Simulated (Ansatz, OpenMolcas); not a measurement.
How basis sets differ on GaCl3 (gallium trichloride (monomer))

The species is GaCl3 (4 atoms), meant as a singlet with charge 0. As SMILES, `[Cl][Ga]([Cl])[Cl]`. The coordinates come from a PBE0-D4/def2-TZVP relaxation.

Quantity: the HOMO–LUMO gap, in eV. The values are calculated.

| level | kind | program | value (eV) | CPU time |
| --- | --- | --- | --- | --- |
| HF/STO-3G | Hartree–Fock | Ansatz | 13.80 | 1.2 s |
| HF/3-21G | Hartree–Fock | OpenMolcas | 13.95 | 3.7 s |
| HF/6-31G** (spherical functions) | Hartree–Fock | Ansatz | 14.10 | 7.4 s |
| HF/def2-SVP | Hartree–Fock | Ansatz | 14.34 | 4.2 s |
| HF/aug-cc-pVDZ | Hartree–Fock | Ansatz | 13.45 | 16 s |

All-electron rows without a relativistic Hamiltonian named are non-relativistic. The values span 13.45 to 14.34 eV. A Hartree–Fock LUMO above zero doesn't converge with the basis: it sinks as sets grow more diffuse. Orbital gaps aren't excitation energies. Times are those of the runs behind each value, whatever else they computed, on shared processors of several kinds: orders of magnitude only.

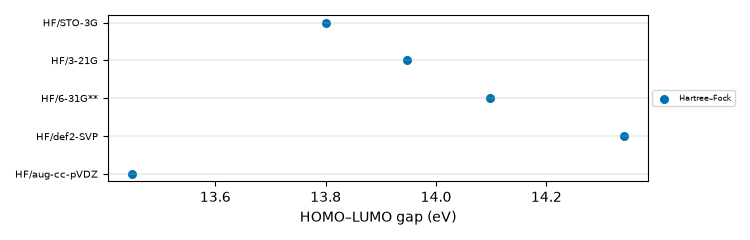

The values of the table, level by level.
